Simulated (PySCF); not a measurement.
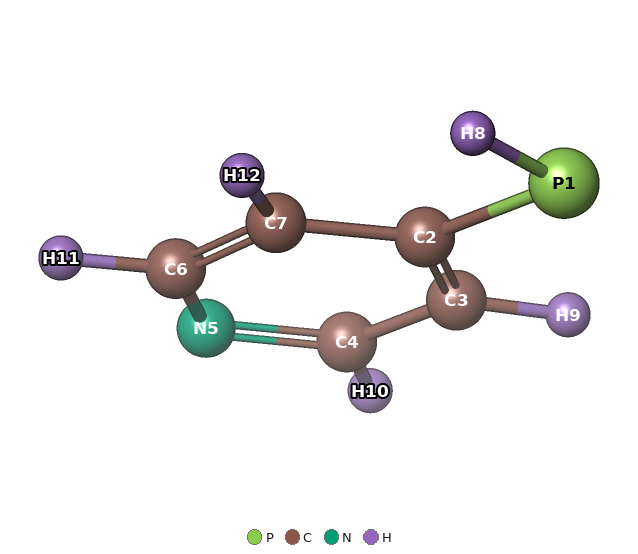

Atoms fade into the background with distance from the viewer. The species has charge −1 and is a spin singlet. The geometry was computed by an optimisation with GFN2-xTB. No frequency run is at hand to confirm it as a minimum.

**How is the 6-membered ring C2–C3–C4–N5–C6–C7 puckered?**

It is planar. The Cremer–Pople amplitude Q is 0.00 Å.

**Give the torsion angles round the ring, beginning with the bond from its second to its third atom.**

0°, 0°, 0°, 0°, 0°, 0°.
